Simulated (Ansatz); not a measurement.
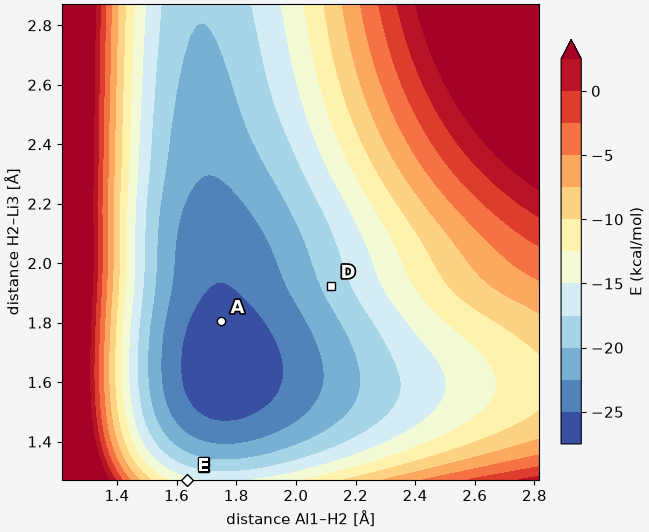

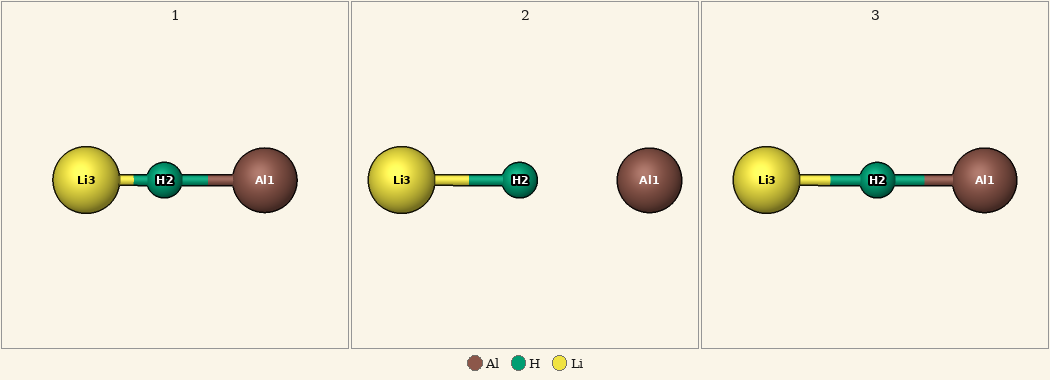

The system Al + HLi, spin multiplicity 2. The first coordinate is: distance Al1–H2; the second: distance H2–Li3. Nothing is relaxed (the angle Al1–H2–Li3 is fixed at 180 degrees). Grid: 15 × 15 points. Points are written as (first, second). All energies are given in kcal/mol relative to Al far from the relaxed HLi (each part in its own basis). All numbers below come from UKS PBE0-D4/def2-SVPD in Ansatz 0.2.0.

In the figure: filled contours, one colour for all values above the top of the scale, lettered points. Between grid points the surface is interpolated. The numbered pictures are the structures at these points, in random order.

> Which structure belongs to which point?

A is structure 3: (1.748 Å, 1.804 Å), −26.1 kcal/mol; D is structure 2: (2.117 Å, 1.922 Å), −19.2 kcal/mol; E is structure 1: (1.636 Å, 1.272 Å), −14.4 kcal/mol.
